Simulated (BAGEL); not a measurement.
**CH5NSi (SMILES C[Si]N): a chain of runs**

We compute a series of 15 runs (B3LYP/6-31G*, RI-MP2/6-31G*) of CH5NSi. 

The results are computed with BAGEL 1.2.2.

1 further run of the same task is left out (set aside as unsound or not needed).

**1. The structure to begin with**

CH5NSi: 8 atoms, total charge 0, spin state singlet. SMILES: `C[Si]N`. One bond was lengthened or shortened from a relaxed shape.

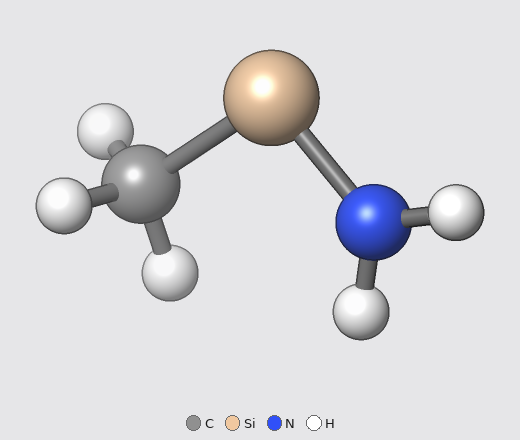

The structure, seen from a chosen angle (carbon grey, silicon light orange, nitrogen blue, hydrogen white).

**2. The energy at B3LYP/6-31G(d) (density fitting with svp-jkfit, spherical functions) (run 1)**

input.json reads:

```json
{ "bagel" : [

{
  "title" : "molecule",
  "basis" : "6-31gs.json",
  "df_basis" : "svp-jkfit",
  "angstrom" : true,
  "geometry" : [
    { "atom" : "C", "xyz" : [   -0.645372,    0.938526,   -0.669421 ] },
    { "atom" : "Si", "xyz" : [    0.978428,    0.767626,    0.310379 ] },
    { "atom" : "N", "xyz" : [    0.946828,   -0.920574,    0.573379 ] },
    { "atom" : "H", "xyz" : [   -1.011772,    0.012026,   -1.121621 ] },
    { "atom" : "H", "xyz" : [   -0.562500,    1.583400,   -1.334100 ] },
    { "atom" : "H", "xyz" : [   -1.416772,    1.308826,    0.018579 ] },
    { "atom" : "H", "xyz" : [    1.665828,   -1.388074,    1.102779 ] },
    { "atom" : "H", "xyz" : [    0.239828,   -1.561874,    0.242979 ] }
  ]
},
{
  "title" : "ks",
  "xc_func" : "b3lyp"
},
{
  "title" : "print",
  "file" : "orbitals.molden",
  "orbitals" : true
}

]}
```

The basis set 6-31G* is read from a file made from the Basis Set Exchange's data (not shown).

On the command line:

```
BAGEL_NUM_THREADS=1 BAGEL input.json > input.out
```

Log:

```text
* using 1 threads per process

  ===============================================================
  ===============================================================

  *** Geometry ***

  { "atom" : "C", "xyz" : [     -1.219576,      1.773557,     -1.265022 ] },
  { "atom" : "Si", "xyz" : [      1.848961,      1.450603,      0.586531 ] },
  { "atom" : "N", "xyz" : [      1.789246,     -1.739633,      1.083529 ] },
  { "atom" : "H", "xyz" : [     -1.911972,      0.022726,     -2.119557 ] },
  { "atom" : "H", "xyz" : [     -1.062971,      2.992192,     -2.521084 ] },
  { "atom" : "H", "xyz" : [     -2.677311,      2.473323,      0.035109 ] },
  { "atom" : "H", "xyz" : [      3.147959,     -2.623080,      2.083950 ] },
  { "atom" : "H", "xyz" : [      0.453209,     -2.951514,      0.459164 ] },

  Number of auxiliary basis functions:      370

  Since a DF basis is specified, we compute 2- and 3-index integrals:
    o Being stored without compression. Storage requirement is 0.009 GB

  Number of basis functions:       56
  Number of electrons      :       32

    * METHOD: MOLECULE                             0.11

  *** Kohn-Sham DFT ***

    * Removing 13642 points whose weight is below 1.00e-10
    * Grid points: 105606

  === Nuclear Repulsion ===
   101.1180565028

       - DIIS with orbital gradients will be used.

  === KS iteration (b3lyp / 6-31gs.json) ===
      0       -362.17457211          0.15071423           0.19
      1       -347.28048056          0.16808129           0.19
      2       -344.61132382          0.21783603           0.19
      3       -371.23350290          0.12558461           0.19
      4       -383.78590331          0.06296513           0.19
      5       -384.45881160          0.05691303           0.19
      6       -385.29835012          0.01095492           0.19
      7       -385.32194583          0.00431676           0.19
      8       -385.32675371          0.00083210           0.19
      9       -385.32697856          0.00038137           0.19
     10       -385.32701423          0.00006065           0.19
     11       -385.32701516          0.00003008           0.19
     12       -385.32701538          0.00000356           0.19
     13       -385.32701539          0.00000078           0.19
     14       -385.32701539          0.00000030           0.19
     15       -385.32701539          0.00000007           0.19
     16       -385.32701539          0.00000003           0.19
     17       -385.32701539          0.00000001           0.19
    * SCF iteration converged.

    * Permanent dipole moment:
           (    0.357031,     0.809123,     0.073416) a.u.

    * METHOD: KS                                   3.77

    * METHOD: PRINT                                0.01

  ===============================================================
```

Wall time 4.2 s (1 thread of Arm Neoverse V2, shared host); peak memory 0.29 GiB.

**3. Bond 5-1 at 1.094 A: a single-point energy at RI-MP2/6-31G(d) (density fitting with svp-jkfit, spherical functions) (run 2)**

calc.json reads:

```json
{ "bagel": [

{
  "title": "molecule",
  "basis": "6-31gs.json",
  "df_basis": "svp-jkfit",
  "angstrom": true,
  "geometry": [
    { "atom": "C", "xyz": [      -0.659998,       0.824712,      -0.552113 ] },
    { "atom": "Si", "xyz": [       0.963802,       0.653812,       0.427687 ] },
    { "atom": "N", "xyz": [       0.932202,      -1.034388,       0.690687 ] },
    { "atom": "H", "xyz": [      -1.026398,      -0.101788,      -1.004313 ] },
    { "atom": "H", "xyz": [      -0.562500,       1.583400,      -1.334100 ] },
    { "atom": "H", "xyz": [      -1.431398,       1.195012,       0.135887 ] },
    { "atom": "H", "xyz": [       1.651202,      -1.501888,       1.220087 ] },
    { "atom": "H", "xyz": [       0.225202,      -1.675688,       0.360287 ] }
  ]
},

{ "title": "hf" },

{ "title": "mp2", "ncore": 7 }

]}
```

The basis set 6-31G* is read from a file made from the Basis Set Exchange's data (not shown).

On the command line:

```
BAGEL_NUM_THREADS=1 BAGEL calc.json > calc.out
```

Log:

```text
* using 1 threads per process

  ===============================================================
  ===============================================================

  *** Geometry ***

  { "atom" : "C", "xyz" : [     -1.247215,      1.558480,     -1.043342 ] },
  { "atom" : "Si", "xyz" : [      1.821322,      1.235526,      0.808211 ] },
  { "atom" : "N", "xyz" : [      1.761606,     -1.954710,      1.305209 ] },
  { "atom" : "H", "xyz" : [     -1.939611,     -0.192351,     -1.897877 ] },
  { "atom" : "H", "xyz" : [     -1.062971,      2.992192,     -2.521084 ] },
  { "atom" : "H", "xyz" : [     -2.704950,      2.258245,      0.256789 ] },
  { "atom" : "H", "xyz" : [      3.120320,     -2.838157,      2.305630 ] },
  { "atom" : "H", "xyz" : [      0.425570,     -3.166591,      0.680844 ] },

  Number of auxiliary basis functions:      370

  Since a DF basis is specified, we compute 2- and 3-index integrals:
    o Being stored without compression. Storage requirement is 0.009 GB

  Number of basis functions:       56
  Number of electrons      :       32

    * METHOD: MOLECULE                             0.11

  *** RHF ***

  === Nuclear Repulsion ===
   100.3691624137

      * DIIS with orbital gradients will be used.

  === RHF iteration (6-31gs.json) ===
      0       -383.94345495          0.02623400           0.02
      1       -384.07237013          0.01584145           0.02
      2       -384.13011805          0.00204075           0.02
      3       -384.13178048          0.00066021           0.02
      4       -384.13193870          0.00011885           0.02
      5       -384.13194969          0.00002667           0.02
      6       -384.13195026          0.00000607           0.02
      7       -384.13195029          0.00000207           0.02
      8       -384.13195030          0.00000057           0.02
      9       -384.13195030          0.00000020           0.02
     10       -384.13195030          0.00000008           0.02
     11       -384.13195030          0.00000003           0.02
     12       -384.13195030          0.00000001           0.02
    * SCF iteration converged.

    * Permanent dipole moment:
           (    0.343293,     0.759280,     0.071452) a.u.

    * METHOD: HF                                   0.37

  *** RHF ***

  === Nuclear Repulsion ===
   100.3691624137

      * DIIS with orbital gradients will be used.

  === RHF iteration (6-31gs.json) ===
      0       -384.13195030          0.00000001           0.02
    * SCF iteration converged.

    * Permanent dipole moment:
           (    0.343293,     0.759280,     0.071452) a.u.

  === DF-MP2 calculation ===

    * freezing 7 orbitals
    * 3-index integral transformation done
    * assembly done

      MP2 correlation energy:   -0.3686225564      0.01

      MP2 total energy:       -384.5005728551

    * METHOD: MP2                                  0.06

  ===============================================================
```

It took 0.72 s on 1 thread of Arm Neoverse V2, shared host; peak memory 0.14 GiB.

Run 3 isn't shown in full; the table further down has it.

**4. Bond 5-1 at 1.258 A: a single-point energy at RI-MP2/6-31G(d) (density fitting with svp-jkfit, spherical functions) (run 4)**

input.json reads:

```json
{ "bagel": [

{
  "title": "molecule",
  "basis": "6-31gs.json",
  "df_basis": "svp-jkfit",
  "angstrom": "true",
  "geometry": [
    { "atom": "C", "xyz": [   -0.674625,    0.710899,   -0.434804 ] },
    { "atom": "Si", "xyz": [    0.949175,    0.539999,    0.544996 ] },
    { "atom": "N", "xyz": [    0.917575,   -1.148201,    0.807996 ] },
    { "atom": "H", "xyz": [   -1.041025,   -0.215601,   -0.887004 ] },
    { "atom": "H", "xyz": [   -0.562500,    1.583400,   -1.334100 ] },
    { "atom": "H", "xyz": [   -1.446025,    1.081199,    0.253196 ] },
    { "atom": "H", "xyz": [    1.636575,   -1.615701,    1.337396 ] },
    { "atom": "H", "xyz": [    0.210575,   -1.789501,    0.477596 ] }
  ]
},
{ "title": "hf" },
{ "title": "mp2", "ncore": 7 }

]}
```

The basis set 6-31G* is read from a file made from the Basis Set Exchange's data (not shown).

On the command line:

```
BAGEL_NUM_THREADS=1 BAGEL input.json > input.out
```

Log:

```text
* using 1 threads per process

  ===============================================================
  ===============================================================

  *** Geometry ***

  { "atom" : "C", "xyz" : [     -1.274856,      1.343404,     -0.821660 ] },
  { "atom" : "Si", "xyz" : [      1.793681,      1.020450,      1.029893 ] },
  { "atom" : "N", "xyz" : [      1.733965,     -2.169785,      1.526891 ] },
  { "atom" : "H", "xyz" : [     -1.967252,     -0.407427,     -1.676195 ] },
  { "atom" : "H", "xyz" : [     -1.062971,      2.992192,     -2.521084 ] },
  { "atom" : "H", "xyz" : [     -2.732591,      2.043170,      0.478471 ] },
  { "atom" : "H", "xyz" : [      3.092679,     -3.053232,      2.527312 ] },
  { "atom" : "H", "xyz" : [      0.397929,     -3.381667,      0.902526 ] },

  Number of auxiliary basis functions:      370

  Since a DF basis is specified, we compute 2- and 3-index integrals:
    o Being stored without compression. Storage requirement is 0.009 GB

  Number of basis functions:       56
  Number of electrons      :       32

    * METHOD: MOLECULE                             0.12

  *** RHF ***

  === Nuclear Repulsion ===
    99.7680349586

      * DIIS with orbital gradients will be used.

  === RHF iteration (6-31gs.json) ===
      0       -383.93270428          0.02608478           0.02
      1       -384.05773526          0.01592161           0.02
      2       -384.11609352          0.00200404           0.02
      3       -384.11773359          0.00062917           0.02
      4       -384.11787320          0.00011538           0.02
      5       -384.11788331          0.00002562           0.02
      6       -384.11788384          0.00000598           0.02
      7       -384.11788387          0.00000210           0.02
      8       -384.11788387          0.00000056           0.02
      9       -384.11788388          0.00000020           0.02
     10       -384.11788388          0.00000008           0.02
     11       -384.11788388          0.00000003           0.02
     12       -384.11788388          0.00000001           0.02
     13       -384.11788388          0.00000000           0.02
    * SCF iteration converged.

    * Permanent dipole moment:
           (    0.341772,     0.801579,     0.031171) a.u.

    * METHOD: HF                                   0.41

  *** RHF ***

  === Nuclear Repulsion ===
    99.7680349586

      * DIIS with orbital gradients will be used.

  === RHF iteration (6-31gs.json) ===
      0       -384.11788388          0.00000000           0.02
    * SCF iteration converged.

    * Permanent dipole moment:
           (    0.341772,     0.801579,     0.031171) a.u.

  === DF-MP2 calculation ===

    * freezing 7 orbitals
    * 3-index integral transformation done
    * assembly done

      MP2 correlation energy:   -0.3701632620      0.01

      MP2 total energy:       -384.4880471371

    * METHOD: MP2                                  0.07

  ===============================================================
```

Run time: 0.77 s. Hardware: 1 thread of Arm Neoverse V2, shared host; peak memory 0.14 GiB.

Runs 5 to 14 aren't shown in full; the table further down has their settings and results.

**5. Bond 5-1 at 3.063 A: a single-point energy at B3LYP/6-31G(d) (density fitting with svp-jkfit, spherical functions) (run 15)**

input.json reads:

```json
{ "bagel": [

{
  "title": "molecule",
  "basis": "6-31gs.json",
  "df_basis": "svp-jkfit",
  "angstrom": true,
  "geometry": [
    { "atom": "C", "xyz": [      -0.835503,      -0.540981,       0.855522 ] },
    { "atom": "Si", "xyz": [       0.788297,      -0.711881,       1.835322 ] },
    { "atom": "N", "xyz": [       0.756697,      -2.400081,       2.098322 ] },
    { "atom": "H", "xyz": [      -1.201903,      -1.467481,       0.403322 ] },
    { "atom": "H", "xyz": [      -0.562500,       1.583400,      -1.334100 ] },
    { "atom": "H", "xyz": [      -1.606903,      -0.170681,       1.543522 ] },
    { "atom": "H", "xyz": [       1.475697,      -2.867581,       2.627722 ] },
    { "atom": "H", "xyz": [       0.049697,      -3.041381,       1.767922 ] }
  ]
},

{ "title": "ks", "xc_func": "b3lyp" },

{ "title": "print", "file": "orbitals.molden", "orbitals": true }

]}
```

The basis set 6-31G* is read from a file made from the Basis Set Exchange's data (not shown).

On the command line:

```
BAGEL_NUM_THREADS=1 BAGEL input.json > input.out
```

Log:

```text
* using 1 threads per process

  ===============================================================
  ===============================================================

  *** Geometry ***

  { "atom" : "C", "xyz" : [     -1.578872,     -1.022306,      1.616702 ] },
  { "atom" : "Si", "xyz" : [      1.489665,     -1.345260,      3.468256 ] },
  { "atom" : "N", "xyz" : [      1.429950,     -4.535496,      3.965254 ] },
  { "atom" : "H", "xyz" : [     -2.271267,     -2.773137,      0.762168 ] },
  { "atom" : "H", "xyz" : [     -1.062971,      2.992192,     -2.521084 ] },
  { "atom" : "H", "xyz" : [     -3.036607,     -0.322540,      2.916834 ] },
  { "atom" : "H", "xyz" : [      2.788663,     -5.418943,      4.965675 ] },
  { "atom" : "H", "xyz" : [      0.093914,     -5.747377,      3.340888 ] },

  Number of auxiliary basis functions:      370

  Since a DF basis is specified, we compute 2- and 3-index integrals:
    o Being stored without compression. Storage requirement is 0.009 GB

  Number of basis functions:       56
  Number of electrons      :       32

    * METHOD: MOLECULE                             0.11

  *** Kohn-Sham DFT ***

    * Removing 12032 points whose weight is below 1.00e-10
    * Grid points: 107216

  === Nuclear Repulsion ===
    96.6244097158

       - DIIS with orbital gradients will be used.

  === KS iteration (b3lyp / 6-31gs.json) ===
      0       -362.94526583          0.14800859           0.20
      1       -351.27076778          0.15633626           0.20
      2       -346.41399112          0.21940762           0.20
      3       -371.02010738          0.13362202           0.20
      4       -384.07484828          0.05108919           0.20
      5       -384.23393753          0.04961483           0.20
      6       -384.85664535          0.02215153           0.20
      7       -384.88558290          0.01805813           0.20
      8       -384.97574022          0.01647783           0.20
      9       -385.04891918          0.01386621           0.20
     10       -384.96140332          0.01832890           0.20
     11       -384.94516911          0.01932261           0.20
     12       -384.92553017          0.01970309           0.20
     13       -385.03516285          0.01380258           0.20
     14       -385.10854555          0.00750513           0.20
     15       -385.12358436          0.00413184           0.20
     16       -385.12961188          0.00052782           0.19
     17       -385.12923473          0.00110569           0.20
     18       -385.12963518          0.00038165           0.19
     19       -385.12968833          0.00003035           0.19
     20       -385.12968868          0.00000670           0.19
     21       -385.12968869          0.00000307           0.19
     22       -385.12968870          0.00000075           0.19
     23       -385.12968870          0.00000010           0.19
     24       -385.12968870          0.00000006           0.20
     25       -385.12968870          0.00000004           0.20
     26       -385.12968870          0.00000002           0.20
     27       -385.12968870          0.00000001           0.20
    * SCF iteration converged.

    * Permanent dipole moment:
           (    0.351237,     1.448910,    -0.542773) a.u.

    * METHOD: KS                                   5.88

    * METHOD: PRINT                                0.01

  ===============================================================
```

Run time: 6.3 s. Hardware: 1 thread of Arm Neoverse V2, shared host; peak memory 0.3 GiB.

**6. The series**

```tsv
run	level	frozen core orbitals	partner	energy (Eh)	dipole moment (D)	HOMO energy (eV)	LUMO energy (eV)	wall time
1	B3LYP/6-31G* (density fitting with svp-jkfit, spherical functions)	–	bond 5-1 at 0.930 A	-385.327015	2.26	-5.63	-0.99	4.2 s
2	RI-MP2/6-31G* (density fitting with svp-jkfit, spherical functions)	7	bond 5-1 at 1.094 A	-384.500573	–	–	–	0.72 s
3	B3LYP/6-31G* (density fitting with svp-jkfit, spherical functions)	–	bond 5-1 at 1.094 A	-385.350888	2.29	-5.64	-0.99	4.5 s
4	RI-MP2/6-31G* (density fitting with svp-jkfit, spherical functions)	7	bond 5-1 at 1.258 A	-384.488047	–	–	–	0.77 s
5	B3LYP/6-31G* (density fitting with svp-jkfit, spherical functions)	–	bond 5-1 at 1.258 A	-385.339313	2.36	-5.67	-1.01	4.8 s
6	RI-MP2/6-31G* (density fitting with svp-jkfit, spherical functions)	7	bond 5-1 at 1.477 A	-384.452490	–	–	–	0.75 s
7	B3LYP/6-31G* (density fitting with svp-jkfit, spherical functions)	–	bond 5-1 at 1.477 A	-385.305763	2.51	-5.72	-1.07	4.5 s
8	RI-MP2/6-31G* (density fitting with svp-jkfit, spherical functions)	7	bond 5-1 at 1.750 A	-384.404383	–	–	–	0.74 s
9	B3LYP/6-31G* (density fitting with svp-jkfit, spherical functions)	–	bond 5-1 at 1.750 A	-385.260141	2.77	-5.79	-1.34	4.8 s
10	RI-MP2/6-31G* (density fitting with svp-jkfit, spherical functions)	7	bond 5-1 at 2.078 A	-384.355155	–	–	–	0.78 s
11	B3LYP/6-31G* (density fitting with svp-jkfit, spherical functions)	–	bond 5-1 at 2.078 A	-385.213009	3.12	-5.87	-2.28	5.4 s
12	RI-MP2/6-31G* (density fitting with svp-jkfit, spherical functions)	7	bond 5-1 at 2.516 A	-384.308296	–	–	–	0.85 s
13	B3LYP/6-31G* (density fitting with svp-jkfit, spherical functions)	–	bond 5-1 at 2.516 A	-385.166557	3.57	-5.97	-3.38	5.1 s
14	RI-MP2/6-31G* (density fitting with svp-jkfit, spherical functions)	7	bond 5-1 at 3.063 A	-384.277534	–	–	–	0.84 s
15	B3LYP/6-31G* (density fitting with svp-jkfit, spherical functions)	–	bond 5-1 at 3.063 A	-385.129689	4.03	-6.05	-4.19	6.3 s
```

**7. Outcome**

| quantity | value |
| --- | --- |
| bond 5-1 at 3.063 A, run 15: total energy | -385.12969 Eh |
| bond 5-1 at 3.063 A, run 15: dipole moment | 4.03 D |
| bond 5-1 at 3.063 A, run 15: HOMO energy | -6.05 eV |
| bond 5-1 at 3.063 A, run 15: LUMO energy | -4.19 eV |
| bond 5-1 at 3.063 A, run 15: HOMO–LUMO gap | 1.87 eV |

In words: In runs 10, 11, 12, 13, 14, 15 a closed-shell determinant meets a far-stretched bond, which it describes badly. All runs together took 45 s, the longest 6.3 s.
